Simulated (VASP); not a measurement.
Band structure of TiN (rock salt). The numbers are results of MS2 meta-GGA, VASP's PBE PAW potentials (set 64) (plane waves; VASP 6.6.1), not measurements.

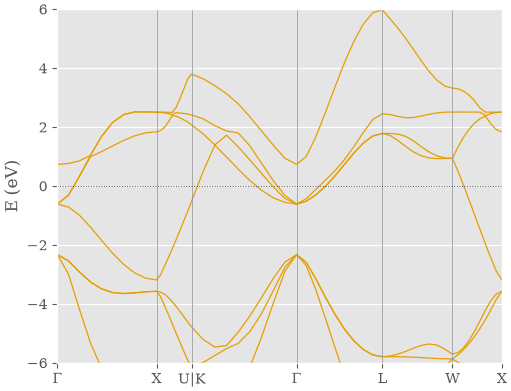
Figure: Bands along high-symmetry lines, zero at the valence-band maximum or, without a gap, the Fermi level

**Question.** Read the plot: is there a gap, and where are the band edges?

**Answer.** It has no gap at this level: it comes out as a metal or semimetal.

The compound is TiN in the rock salt structure. It was relaxed first. The electron count is odd and the run is not spin-polarised, which forces a metal.
